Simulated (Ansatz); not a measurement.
# How Pt(111) screens a field, part 2 of 2

Wanted: the response of a Pt(111) slab to a perpendicular field.

Ansatz 0.2.0; plane-wave DFT, LDA, Ansatz PAW.

So far. Step 7 (Atoms held, field 0.2 V/Å): The dipole is 0.0892 e·Å. Step 8 (Single point, field -0.2 V/Å): The dipole is -0.0892 e·Å.

### Step 9. Single point, field 0.4 V/Å

input.yaml

```yaml
crystal:
  lattice:
    - [2.7718585823, 0.0, 0.0]
    - [1.3859292911, 2.4004999479, 0.0]
    - [0.0, 0.0, 27.0528522209]
  atoms:
    - { symbol: Pt, position: [0.6666666667, 0.6666666667, 0.3326821115] }
    - { symbol: Pt, position: [0.0, 0.0, 0.4163410558] }
    - { symbol: Pt, position: [0.3333333333, 0.3333333333, 0.5] }
    - { symbol: Pt, position: [0.6666666667, 0.6666666667, 0.5836589442] }
    - { symbol: Pt, position: [0.0, 0.0, 0.6673178885] }
kpoints:
  mp_grid: { grid: [24, 24, 1] }
hamiltonian:
  xc: lda
scf:
  occupations: { method: fermi_dirac, width: 0.1 }
  convergence: { dr2_threshold: 1.0e-10 }
efield:
  axis: 3
  dipole_correction: true
  ramp_position: 0.97
  ramp_width: 0.06
  amplitude: 0.4
output:
  forces: true
  write_potential: true
  write_density: true
  volumetric_format: npy
  elf: true
```

Started as:

```bash
$ ansatz run input.yaml --threads 4 --pin off --max-ram 6144MiB --backend cpu --events-out ev --progress --plain --runs-dir out
```

Numbers of over 12 decimals in the logs are rounded to 6 here.

What it wrote:

```text
[...]
Crystal: 5 atoms, lattice volume = 180.006 Å³
Basis set: ecut = 420 eV, 3523 PW (Γ)
Bands: 54, of which v1, the nominal top of the filled ones, is band 45 counted from 1 (44 counted from 0)
Symmetry: 6 space group operations
k-points: 61 of 576 (time reversal used)
[...]
k-point 0: bands = [... 41 lower, 4.6162, 4.6162, 5.0951, 5.0951, 5.7633, 5.7633, 5.8425, 6.1001, ... 5 higher]
  k-point 1: bands = [... 41 lower, 4.6412, 4.6483, 5.0957, 5.1445, 5.3649, 5.7237, 5.7647, 6.1040, ... 5 higher]
  k-point 2: bands = [... 41 lower, 4.6507, 4.6609, 4.8839, 5.0990, 5.1285, 5.6774, 5.7677, 6.1151, ... 5 higher]
  k-point 60: bands = [... 41 lower, 5.5379, 5.7620, 5.8687, 5.8719, 10.7396, 10.7411, 10.8545, 11.5240, ... 5 higher]
[key lines of the parts left out:]
SCF converged after 15 iterations
Free energy (F): -61223.382654 eV
Fermi energy:    6.100844 eV
Dipole field:    D = 0.179317 V/Å  (p = 0.178380 e·Å, saw-weighted, corrected)
```

The job ended after 11 s (4 threads of Intel Xeon 6975P-C (Granite Rapids), shared host; peak memory 0.87 GiB).

Running mean over 2.263 Å of the planar mean, with the applied field; the ramp of the sawtooth is left out. Electron's electrostatic potential energy less the Fermi level against z:

```csv
z (Å),electron's electrostatic potential energy less the Fermi level (eV)
4,4.67
5,5.07
6,5.40
7,4.71
8,-4.76
9,-11.4
10,-11.8
11,-12.0
12,-12.1
13,-12.1
14,-12.1
15,-12.1
16,-12.0
17,-11.8
18,-11.4
19,-5.31
20,5.04
21,6.57
22,7.02
23,7.42
```

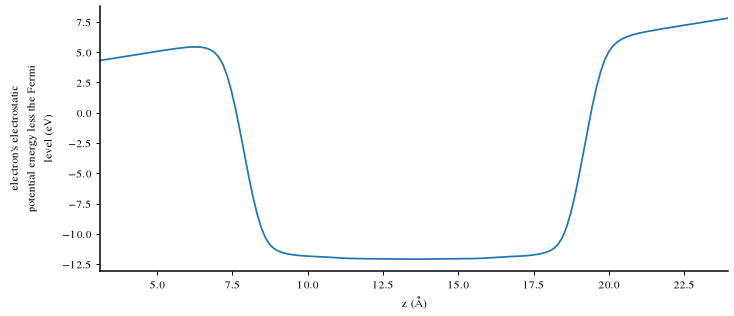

Electron's electrostatic potential energy less the Fermi level, plotted against z.

The dipole is 0.178 e·Å.

### Step 10. The response

This step: plane-wave DFT, LDA, Ansatz PAW; screening of a field by a metal slab (Ansatz 0.2.0).

The dipoles give the slope, and the difference of two potentials shows where the field is screened.

Numbers from this step:

| Item | Value |
| --- | --- |
| equivalent conductor thickness p/(ε₀AE) | 12.12 Å |
| distance between the outer atoms | 9.053 Å |
| inner field over outer field | -8.44e-4 |
| image plane, upper face | 1.531 Å |
| induced electrons on the upper face over ε₀E | -1.001 |
| image plane, lower face | 1.532 Å |
| induced electrons on the lower face over ε₀E | 1.001 |

The dipole of the cell by applied field:

```csv
applied field (V/Å),dipole of the cell (e·Å)
-0.200,-0.0892
-0.100,-0.0446
-0.050,-0.0223
0.000,4.8e-7
0.050,0.0223
0.100,0.0446
0.200,0.0892
0.400,0.178
```

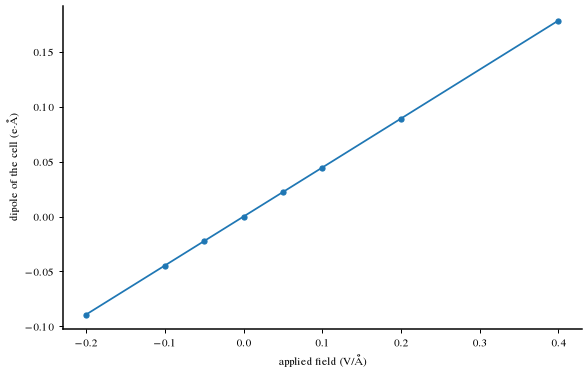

Dipole of the cell against applied field.

Local field over the applied field, running mean. From the potentials at -0.05 and 0.05 V/Å; running mean over 2.263 Å. Table of local field over applied field by z:

```csv
z (Å),local field over applied field
5,0.993
6,0.944
7,0.705
8,0.295
9,0.0231
10,0.00158
11,0.00456
12,-0.00104
13,-8.6e-4
14,-8.2e-4
15,-0.00109
16,0.00439
17,0.00163
18,0.0173
19,0.275
20,0.685
21,0.938
22,0.992
```

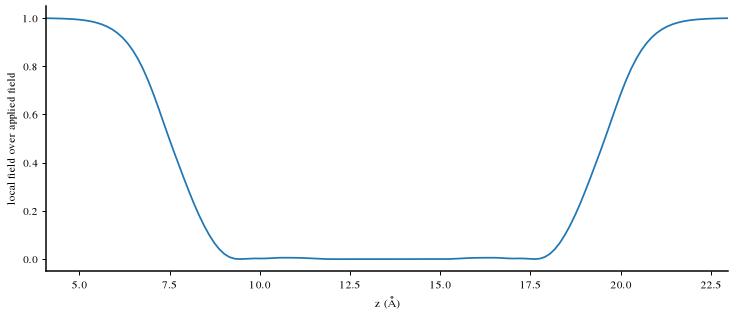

Local field over applied field against z.

The induced electron density oscillates, so the rows of the table below give means over windows of 1 Å about each position, cut where the curve ends. Its maxima inside the range that stand out by 2 % of the span (Å: e/Å³ per V/Å): 7.9: 0.00430, 9.0: 7.6e-4, 9.6: -4.0e-5, 10.8: 2.6e-4, 11.6: 1.0e-4, 15.8: 1.5e-4, 17.0: 2.1e-4, 17.8: 5.4e-4, 18.5: 7.3e-4. Its minima: 8.6: -7.3e-4, 9.3: -5.4e-4, 10.0: -2.1e-4, 11.3: -1.5e-4, 15.5: -1.0e-4, 16.2: -2.6e-4, 17.5: 4.0e-5, 18.0: -7.7e-4, 19.2: -0.00430.

Electrons, planar mean, per unit field. The induced electron density by z; means over each step:

```csv
z (Å),induced electron density (e/Å³ per V/Å)
5,4.3e-5
6,3.7e-4
7,0.00203
8,0.00318
9,-7.8e-5
10,-1.1e-4
11,8.1e-5
12,1.4e-5
13,-3.9e-6
14,4.4e-6
15,-1.2e-5
16,-7.8e-5
17,9.1e-5
18,7.5e-5
19,-0.00297
20,-0.00218
21,-4.1e-4
22,-4.9e-5
```

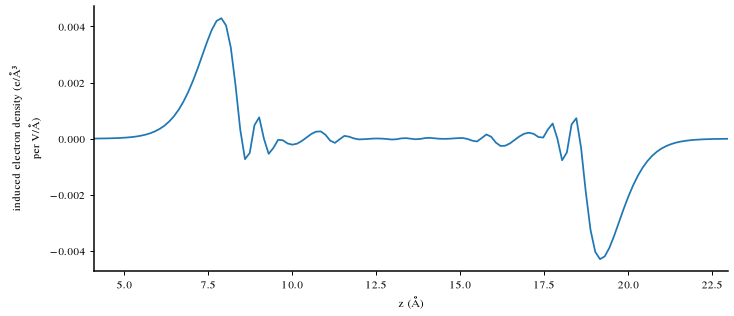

Induced electron density against z.

By hand: between -0.05 and 0.05 V/Å the dipole changes by 0.04458 e·Å, a slope of 0.4458 e·Å²/V. A perfect conductor of thickness t has p = ε₀AEt, so t = 180.95 × 0.4458 / 6.654 = 12.12 Å (e/ε₀ = 180.95 V·Å, A in Å²). Less the 9.05 Å between the outer atoms, and halved, that puts each image plane 1.54 Å out.

The induced dipole is that of a conductor 12.12 Å thick.

### Step 11. Varying the input: efield.amplitude = -0.3

This step: plane-wave DFT, LDA, Ansatz PAW (Ansatz 0.2.0).

A run with a changed input: it repeats the earlier run at 0.05 V/Å with efield.amplitude from 0.05 to -0.3.

Edit input.yaml of step 9 so:

```diff
@@ -23,3 +23,3 @@
   ramp_width: 0.06
-  amplitude: 0.4
+  amplitude: -0.3
 output:
@@ -29,2 +29 @@
   volumetric_format: npy
-  elf: true
```

What it wrote:

```text
[...]
Crystal: 5 atoms, lattice volume = 180.006 Å³
Basis set: ecut = 420 eV, 3523 PW (Γ)
Bands: 54, of which v1, the nominal top of the filled ones, is band 45 counted from 1 (44 counted from 0)
Symmetry: 6 space group operations
k-points: 61 of 576 (time reversal used)
[...]
SCF iter   1: F=—  HF=-61225.611021 eV  |F-HF|=—  |Δ(HF+E_count)|=         —  Δρ=6.41e-2  dr2=9.89e0  ethr=3.10e-3  p=-0.131 e·Å  D=-1.32e-1 V/Å  ΔV_dip=3.57 eV  dr2_dipole=1.49e-2  V_vac-E_F(+/−)=2.90/6.79 eV  ⟨swp⟩=8.6  Hψ=14490  notcnv=0  defer=19
[...]
SCF iter  15: F=-61223.367046 eV  HF=-61223.367046 eV  |F-HF|=6.55e-11  |Δ(HF+E_count)|=  6.55e-11  Δρ=1.02e-7  dr2=4.48e-11  ethr=1.00e-12  p=-0.134 e·Å  D=-1.34e-1 V/Å  ΔV_dip=3.64 eV  dr2_dipole=2.31e-12  V_vac-E_F(+/−)=4.06/7.89 eV  ⟨swp⟩=16.2  Hψ=20009  notcnv=0
SCF 1 converged in 15 iterations: F = -61223.367046 eV  dr2 = 4.48e-11
[...]
SCF converged after 15 iterations
Free energy (F): -61223.367046 eV
[...]
Internal energy: -61223.062670 eV  (E = F + TS)
E sigma→0 (E₀):  -61223.214858 eV
Entropy (-TS):   -0.304376 eV (-60.875 meV/atom)
Fermi energy:    6.103434 eV
Dipole field:    D = -0.134473 V/Å  (p = -0.133771 e·Å, saw-weighted, corrected)
Work function:   not extracted (applied field tilts the vacuum); planar V_es + V_field profile in the machine report
[...]
--- Forces (eV/Å), atoms counted from 1 ---
  atom   1  Pt    -0.00000000     0.00000000     0.14659802
  atom   2  Pt    -0.00000000     0.00000000     0.21688030
  atom   3  Pt     0.00000000    -0.00000000    -0.00641001
  atom   4  Pt     0.00000000    -0.00000000    -0.21906976
  atom   5  Pt     0.00000000    -0.00000000    -0.13801610
  max |Σ_I F_I| component: 1.76e-5 eV/Å
--- Band table (eV; the first three rows and the last of 61) ---
  k-point 0: bands = [... 41 lower, 4.6188, 4.6188, 5.0977, 5.0977, 5.7659, 5.7659, 5.8490, 6.1027, ... 5 higher]
  k-point 1: bands = [... 41 lower, 4.6438, 4.6509, 5.0983, 5.1472, 5.3689, 5.7261, 5.7672, 6.1066, ... 5 higher]
  k-point 2: bands = [... 41 lower, 4.6534, 4.6635, 4.8878, 5.1016, 5.1305, 5.6799, 5.7703, 6.1177, ... 5 higher]
  k-point 60: bands = [... 41 lower, 5.5392, 5.7646, 5.8717, 5.8741, 10.7424, 10.7435, 10.8571, 11.5286, ... 5 higher]
```

Run time: 11 s. Hardware: 4 threads; peak memory 0.86 GiB; 42 s of CPU time.

Numbers from this step:

* energy at zero smearing: -61223.2149 eV
* dipole along the normal: -0.1338 e·Å

Force by atom:

```csv
atom,x (eV/Å),y (eV/Å),z (eV/Å),size
Pt1,0.000,0.000,0.147,0.147
Pt2,0.000,0.000,0.217,0.217
Pt3,0.000,0.000,-0.006,0.006
Pt4,0.000,0.000,-0.219,0.219
Pt5,0.000,0.000,-0.138,0.138
```

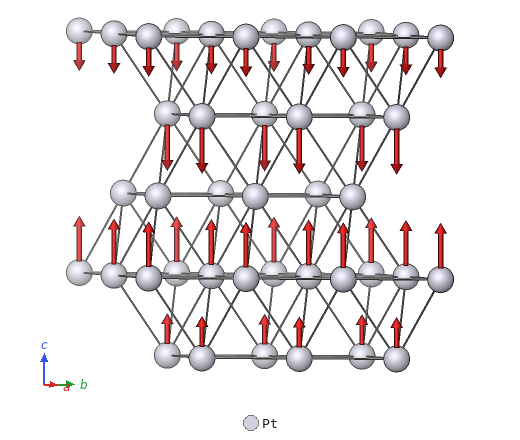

Force as arrows, the longest 0.219 eV/Å. 2×3×1 cells are drawn. Some periodic images of atoms are drawn too.

```csv
quantity,this run,earlier run,difference
dipole along the normal (e·Å),-0.1338,0.02229,-0.16
```

The applied field differs, and the slope found earlier predicts a dipole of -0.134 e·Å; this run gives -0.134 e·Å, in line with it.

### Step 12. A changed input

An input spoilt on purpose, to show how the run answers: it repeats the earlier run at 0.05 V/Å with crystal.atoms[4].position from [0.0, 0.0, 0.6673178885] to [0.0, 0.0, 0.41634106], and scf.max_iter set to 80.

Edit input.yaml of step 11 so:

```diff
@@ -10,3 +10,3 @@
     - { symbol: Pt, position: [0.6666666667, 0.6666666667, 0.5836589442] }
-    - { symbol: Pt, position: [0.0, 0.0, 0.6673178885] }
+    - { symbol: Pt, position: [0.0, 0.0, 0.41634106] }
 kpoints:
@@ -18,2 +18,3 @@
   convergence: { dr2_threshold: 1.0e-10 }
+  max_iter: 80
 efield:
@@ -23,3 +24,3 @@
   ramp_width: 0.06
-  amplitude: -0.3
+  amplitude: 0.05
 output:
```

What it wrote:

```text
Error: atoms 1 (Pt) and 4 (Pt) coincide: fractional positions [0.0, 0.0, 0.4163410558] and [0.0, 0.0, 0.41634106] are 1.14e-7 Å apart, within the symmetry tolerance 1e-5 (fractional) on every axis — remove the duplicate or separate the sites (indices count the expanded atom list at the failing check: the typed cell's during the `space_group:` round-trip, otherwise the final one with `supercell:` and `defects:` applied)
```

Run time: 0.02 s. Hardware: 4 threads; peak memory 0.063 GiB.

The input was rejected at the start.

The program's message: “Error: atoms 1 (Pt) and 4 (Pt) coincide: fractional positions [0.0, 0.0, 0.4163410558] and [0.0, 0.0, 0.41634106] are 1.14e-7 Å apart, within the symmetry tolerance 1e-5 (fractional) on every axis — r …”

The fault put into the input: atoms that overlap.

### Step 13. Summary of results

```json
{
  "work function": "6.05 eV",
  "image plane, upper face": "1.53 Å",
  "induced electrons on the upper face over ε₀E": "-1.00",
  "equivalent conductor thickness p/(ε₀AE)": "12.1 Å",
  "inner field over outer field": "-8.4e-4"
}
```

**Reading.** The induced charge has its centre 1.53 Å outside the outermost atoms; this is the plane from which a capacitor's gap or an image potential counts. The equivalent conductor thickness exceeds the distance between the outer atoms by 3.07 Å, about the sum of the two image-plane distances. In the middle of the slab the field is screened to under 0.5 % of its outer value. The atoms are held at bulk positions with the tabulated experimental lattice constant.

[Logs are printed without paths, hosts, clocks, repeated set-up lines and the standing remarks that a program may print on its own settings, such as how far it seeks lower states.]

[Hosts, paths, dates, database ids (printed as entryN), source tags and the programs' standing remarks are cut or masked in the printed files.]

[Maps of the electrostatic potential energy from Ansatz leave out the sawtooth potential of an applied field or a dipole correction, so their vacuum need not be flat; planar profiles and work functions include it.]
